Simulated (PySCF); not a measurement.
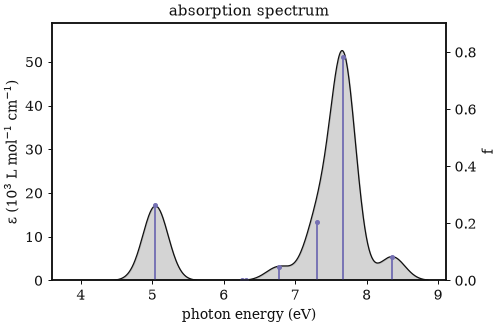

Vertical TDDFT excitations, BHandHLYP/def2-SVPD with PySCF, at a PBE0-D3(BJ)/def2-SVP geometry (no frequency check), gas phase. The lowest 10 singlet states are shown; each is broadened by a Gaussian of 1/e half-width 0.25 eV. Sticks give oscillator strengths (right axis). States within 0.01 eV of each other are merged, with their strengths summed. The highest state may be half of a pair whose partner wasn't computed.

### Which molecule gives this spectrum?
A. GaCl, singlet
B. C₂H₄F₂, SMILES FCCF
C. HBr

A. Its lowest singlet lies at 5.04 eV (f = 0.263) and the brightest of those computed is S8 at 7.67 eV (162 nm), f = 0.785, mainly HOMO → LUMO+3 (67 %).

Caveats: core orbitals are frozen in the response.
